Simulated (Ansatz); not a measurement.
# wB97M-V/STO-3G run of SiH2F2 (SiF2H2)

Aim: the electronic atomisation energy of SiH2F2 (SiF2H2) at wB97M-V/STO-3G, from 4 runs. 

The results are computed with Ansatz 0.2.0.

54 further runs of the same task are left out: 4 that didn't finish, 50 set aside as unsound or not needed.

## 1. The structure to begin with

SiH2F2: 5 atoms, total charge 0, spin state singlet. As SMILES, `[H][Si]([H])(F)F`. The coordinates come from a GFN2-xTB relaxation.

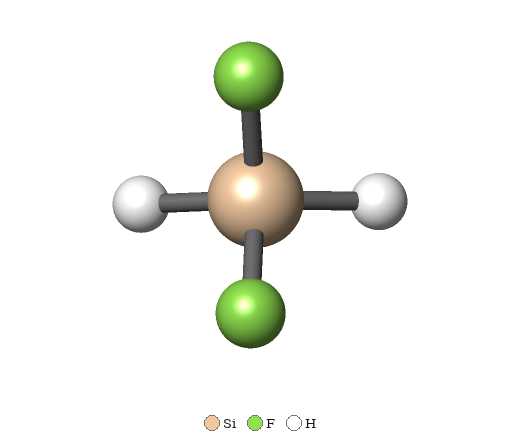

Viewed from a chosen angle; silicon light orange, fluorine green, hydrogen white.

## 2. A single-point energy at wB97M-V/STO-3G

run.yaml reads:

```yaml
basis:
  gaussian: {orbitals: STO-3G}
crystal:
  periodic: [false, false, false]
  atoms:
    - {symbol: Si, position_ang: [-0.091360, 0.000560, -0.064290]}
    - {symbol: F, position_ang: [0.009240, -0.018840, 1.526500]}
    - {symbol: F, position_ang: [1.436020, 0.010630, -0.519740]}
    - {symbol: H, position_ang: [-0.680140, 1.257800, -0.455540]}
    - {symbol: H, position_ang: [-0.673740, -1.250150, -0.486920]}
hamiltonian: {xc: {name: wB97M-V}}
accuracy: high
```

Started as:

```sh
$ ansatz run run.yaml --threads 1 --pin off --max-ram 2610MiB --events-out events.jsonl --progress --plain --runs-dir runs
```

Output:

```text
Warning: RAYON_NUM_THREADS=1 ignored (pool sized by the plan → 1); use --threads N
Functional definition: wB97M-V
  name "wB97M-V"
  parameter omega = 0.3/bohr
  parameter cx = 0.15
  parameter cx01 = 1.007
  parameter cx10 = 0.259
  parameter css00 = 0.443
  parameter css04 = -1.437
  parameter css10 = -4.535
  parameter css20 = -3.390
  parameter css43 = 4.278
  parameter cos00 = 1.000
  parameter cos10 = 1.358
  parameter cos20 = 2.924
  parameter cos21 = -8.812
  parameter cos60 = -1.390
  parameter cos61 = 9.142
  parameter b = 6.0
  parameter c = 0.01
  gx(w, u) = 1 - cx + cx01*u + cx10*w
  gss(w, u) = css00 + css04*u^4 + css10*w + css20*w^2 + css43*w^4*u^3
  gos(w, u) = cos00 + cos10*w + (cos20 + cos21*u)*w^2 + (cos60 + cos61*u)*w^6
  exchange = spin_sum(e_x_unif_sr(omega)*gx(b97_w, b97_u_x)) + cx*exact_x_sr(omega) + exact_x_lr(omega)
  correlation = spin_sum(e_c_pw_mod_same_spin*gss(b97_w, b97_u_same))
      + integral(e_c_pw_mod_opposite_spin*gos(b97_w_opposite, b97_u_opposite)) + vv10(b, c)
387 factors; integrals over basis functions are off by at most 2.0e-8 eV
147 factors; integrals over basis functions are off by at most 6.8e-10 eV
mean field evaluation 1: about -13172.2275 eV, gradient 2.4e1 eV
mean field evaluation 2: about -13174.3829 eV, gradient 1.2e1 eV
mean field evaluation 4: about -13174.8202 eV, gradient 1.4e-1 eV
mean field evaluation 8: about -13174.8021 eV, gradient 4.6e-4 eV
mean field evaluation 16: about -13174.8021 eV, gradient 3.2e-8 eV
mean field -13174.80208376 eV, -484.1650463765 hartree, gradient 3.2e-8 eV, S^2 0.000000; 0 other end points of the search recorded, 0 dependent functions left out
reference -13174.80208573 eV, -484.1650464490 hartree; 17, 17 occupied and 4, 4 virtual orbitals, 387 factors
Total energy: -13174.80208573 eV, -484.1650464490 hartree
```

Run time: 19 s. Hardware: 1 thread of Arm Neoverse V1, shared host; peak memory 0.28 GiB.

## 3. The F atom, same level

molecule.yaml reads:

```yaml
crystal:
  periodic: [false, false, false]
  atoms:
    - {symbol: F, position_ang: [0.000000, 0.000000, 0.000000]}
basis:
  gaussian:
    orbitals: STO-3G
magnetization:
  spin_polarized: true
  initial_magnetization: 1
hamiltonian:
  xc: {name: wB97M-V}
accuracy: high
```

Run the same way, it converges to -98.28239 Eh (log not shown).

## 4. The H atom

input.yaml reads:

```yaml
crystal:
  periodic: [false, false, false]
  atoms:
    - {symbol: H, position_ang: [0.000000, 0.000000, 0.000000]}
basis:
  gaussian:
    orbitals: STO-3G
magnetization:
  spin_polarized: true
  initial_magnetization: 1
hamiltonian:
  xc: {name: wB97M-V}
accuracy: high
```

Run the same way, it converges to -0.45654 Eh (log not shown).

## 5. The Si atom at the same level

input.yaml reads:

```yaml
basis:
  gaussian:
    orbitals: STO-3G
crystal:
  periodic: [false, false, false]
  atoms:
    - {symbol: Si, position_ang: [0.000000, 0.000000, 0.000000]}
magnetization:
  spin_polarized: true
  initial_magnetization: 2
hamiltonian:
  xc: {name: wB97M-V}
accuracy: high
```

Run the same way, it converges to -285.96702 Eh (log not shown).

## 6. What came out

Level: wB97M-V/STO-3G.

| quantity | value |
| --- | --- |
| molecule: total energy | -484.16505 Eh |
| F atom: total energy | -98.28239 Eh |
| F atom: ⟨S²⟩ | 0.750 |
| H atom: total energy | -0.45654 Eh |
| H atom: ⟨S²⟩ | 0.750 |
| Si atom: total energy | -285.96702 Eh |
| Si atom: ⟨S²⟩ | 2.000 |
| electronic atomisation energy | 19.597 eV |

What this shows: Taking the molecule apart into free atoms costs 19.60 eV (1891 kJ/mol), before zero-point energy and without spin-orbit coupling. In a minimal basis such a difference can be off by several eV, whatever the method.
